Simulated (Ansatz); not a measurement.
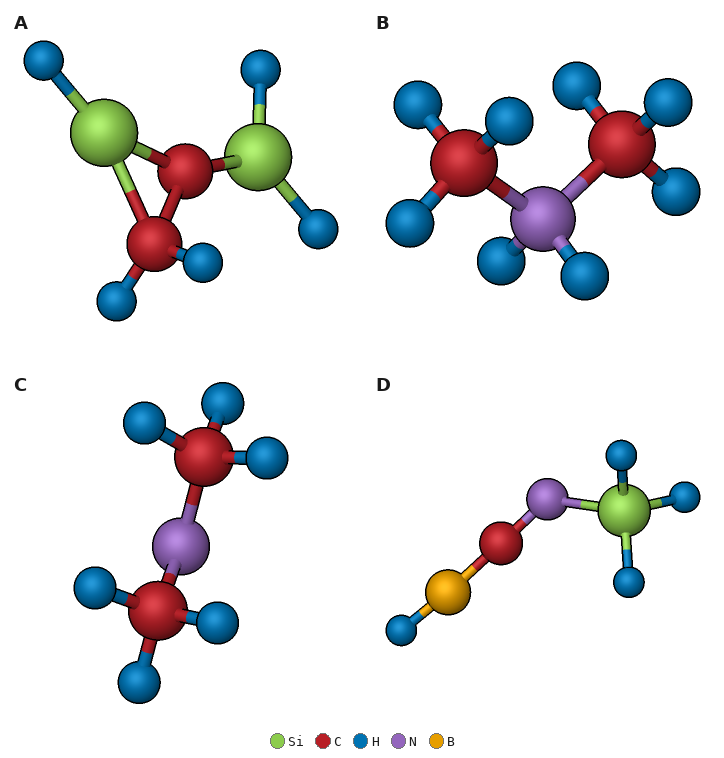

Simulated data, not a measurement (program: Ansatz).

### Match each picture to its SMILES.
(1) C[N-]C
(2) C[NH2+]C
(3) [SiH2+]C1=[SiH]C1
(4) B=C=N[SiH3]

A is (3), B is (2), C is (1), D is (4).
